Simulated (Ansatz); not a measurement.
**The cluster In2As: geometry, orbitals and charge**

Aim: characterise the cluster In2As as a doublet: its structure, frontier levels and distribution of charge and spin.

The runs use Ansatz 0.2.0, Gaussian basis; UKS PBE0-D4/def2-TZVP.

Levels to be run: relaxation at PBE-D4/def2-TZVP; a search for the lowest solution at PBE0-D4/def2-SVP; a single point at PBE0-D4/def2-TZVP; harmonic vibrations at PBE-D4/def2-TZVP.

4 further runs of the same task are left out: 4 set aside as unsound or not needed. Runs told in other sessions of the task aren't counted.

### 1 The starting structure

3 atoms, charge 0, spin multiplicity 2.

Atoms are counted from 1 here; the program's logs count them from 0.

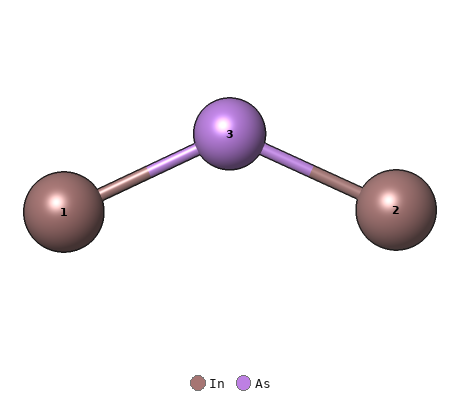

Start geometry, drawn with indium brown, arsenic purple; atoms are numbered from 1 in the order of the file.

In takes a core potential in the def2 sets. No spin-orbit coupling is included.

The start is a GFN2-xTB geometry.

### 2 Optimising with PBE-D4/def2-TZVP

in.yaml

```yaml
crystal:
  periodic: [false, false, false]
  atoms:
    - {symbol: In, position_ang: [1.323150, -0.493970, 1.972180]}
    - {symbol: In, position_ang: [-0.994910, -0.128180, -2.208370]}
    - {symbol: As, position_ang: [-0.328240, 0.622140, 0.236190]}
basis:
  gaussian: {orbitals: def2-TZVP}
magnetization: {spin_polarized: true, initial_magnetization: 1}
hamiltonian: {xc: pbe, dispersion: d4}
scf: {lower_state_search: "off"}
output: {orbitals: {seedname: orbitals}}
relax: {f_tol: 0.02, max_steps: 100}
```

Launch:

```sh
$ ansatz run in.yaml --threads 4 --pin off --events-out ev --progress --plain --max-ram 3916MiB
```

Further steps of the session: Searching for the lowest solution, PBE0-D4/def2-SVP; Single point, PBE0-D4/def2-TZVP; Vibrations by finite differences.

Q: Predict the results of all the runs planned. Wanted: point group; commonest bond; HOMO, LUMO at PBE0-D4/def2-TZVP; ⟨S²⟩; dipole at PBE-D4/def2-TZVP; lowest, highest wavenumber.

The runs gave:

| quantity | value |
| --- | --- |
| point group | C2v |
| commonest bond | As–In, 2 of mean length 2.697 Å |
| HOMO, LUMO at PBE0-D4/def2-TZVP (over both spins) | -5.16, -3.29 eV |
| ⟨S²⟩ | 0.756 |
| dipole at PBE-D4/def2-TZVP | 1.59 D |
| lowest, highest wavenumber | 33, 197 cm⁻¹ |

The molecule keeps its bonding pattern by the stored test; the atoms moved 0.23 Å (rms), and the angle In1–As3–In2 went from 130° to 112°. All wavenumbers are real: a minimum at this level. Whether this spin is the lowest isn't tested here.
